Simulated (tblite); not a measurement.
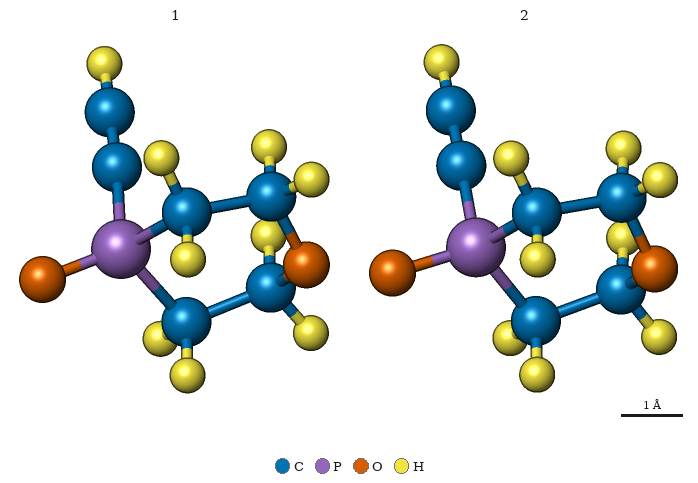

Two geometries of C6H9O2P, drawn at one scale. One is the start of a relaxation, the other its converged end. A ball-and-stick model, seen from a free direction.

Level of theory: GFN2-xTB geometry optimisation, gas phase in tblite. 

Which one is relaxed?

Answer. Structure 1 is the relaxed one. The largest move after the best rigid fit is that of an H atom, 0.20 Å. Largest moves by element: H 0.20 Å, C 0.14 Å, O 0.13 Å, P 0.11 Å. Near-neighbour distances that change, for instance: C–P 1.774 → 1.833 Å, O–P 1.503 → 1.465 Å, C–O 1.432 → 1.407 Å, C–C 1.510 → 1.528 Å. Bond angles that change, for instance: C–P–O 104.4° → 114.8°, C–P–C 108.0° → 103.7°, C–C–H 112.5° → 109.4°. After 56 geometry steps the energy has fallen by 6.55 kcal/mol. Cost: 0.47 s on 1 thread of AMD EPYC 7R43 64-Core Processor (shared host).
